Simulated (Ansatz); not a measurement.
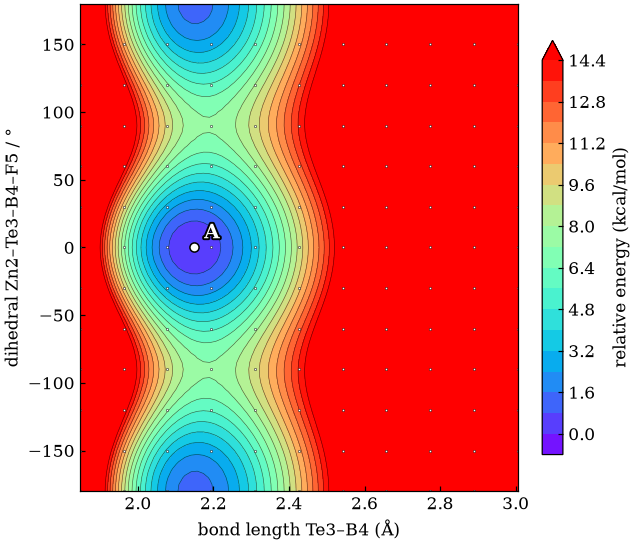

CH4BFTeZn, SMILES [CH3][Zn][Te]BF. The first coordinate is: bond length Te3–B4; the second: dihedral Zn2–Te3–B4–F5. Nothing is relaxed (all other coordinates rigid). The grid has 11 × 12 points. Energies are in kcal/mol, from the relaxed molecule at the same level. Level of theory: RKS PBE0-D4/def2-SVP (Ansatz).

The picture shows filled contours, dots at the grid points, one colour for all values above the top of the scale, the well A. Between grid points the surface is interpolated.

Where is the minimum, and how stiff is the well along each coordinate? Take the well at A.

The interpolated minimum is at bond length Te3–B4 ≈ 2.147 Å, dihedral Zn2–Te3–B4–F5 ≈ 0°. The curvatures there are about 15 eV/Å² and 0.64 eV/rad², with a cross term of about 0 eV/(Å·rad). Round the minimum the two coordinates are nearly uncoupled. (1 eV is 23.1 kcal/mol.)
